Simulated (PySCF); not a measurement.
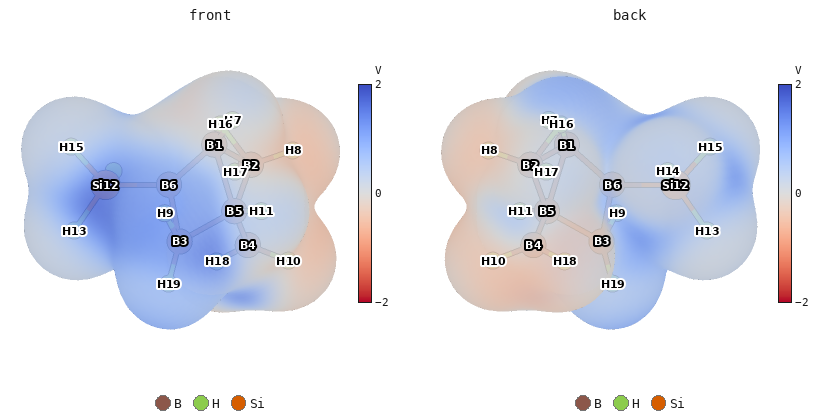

B6H12Si (nido-B6H10 (SiH3 for H, site c on B)). The electrostatic potential painted on the density surface at 0.002 e/bohr³, seen from the front and from behind; red is negative and blue positive.

Geometry: GFN2-xTB.

Level of theory: PySCF 2.14.0, PBE0/pcSseg-1, SCF density, gas phase, non-relativistic.

```yaml
atoms:
  - { symbol: B, position_ang: [-0.1488, -1.0152, 1.2101] }
  - { symbol: B, position_ang: [-1.4417, 0.3391, 1.1356] }
  - { symbol: B, position_ang: [1.6352, 0.4233, -0.3758] }
  - { symbol: B, position_ang: [-0.4838, 2.0101, 0.1976] }
  - { symbol: B, position_ang: [0.3651, 0.7365, 0.8496] }
  - { symbol: B, position_ang: [0.7207, -0.8444, -0.1434] }
  - { symbol: H, position_ang: [0.1793, -1.5021, 2.2320] }
  - { symbol: H, position_ang: [-1.8613, 0.6314, 2.1967] }
  - { symbol: H, position_ang: [2.2162, -0.6446, 0.0158] }
  - { symbol: H, position_ang: [-0.7257, 2.9792, 0.8186] }
  - { symbol: H, position_ang: [1.0155, 0.8769, 1.8370] }
  - { symbol: Si, position_ang: [0.2649, -1.4940, -1.9394] }
  - { symbol: H, position_ang: [0.9646, -0.9619, -3.1250] }
  - { symbol: H, position_ang: [-1.1673, -1.3025, -2.2201] }
  - { symbol: H, position_ang: [0.5068, -2.9529, -2.0291] }
  - { symbol: H, position_ang: [-1.3967, -1.0621, 1.0814] }
  - { symbol: H, position_ang: [-2.2019, 0.5420, 0.2496] }
  - { symbol: H, position_ang: [-0.7062, 2.0966, -0.9540] }
  - { symbol: H, position_ang: [2.2652, 1.1446, -1.0371] }
```

Q: Which sites attract a positive test charge, and which a negative one?

A: A positive charge is drawn to the negative regions and a negative charge to the positive ones. The most negative region (about −0.5 V, or −12 kcal/mol for a unit charge) lies over H8 and H10, the most positive (about +1.5 V, or +35 kcal/mol for a unit charge) over Si12.
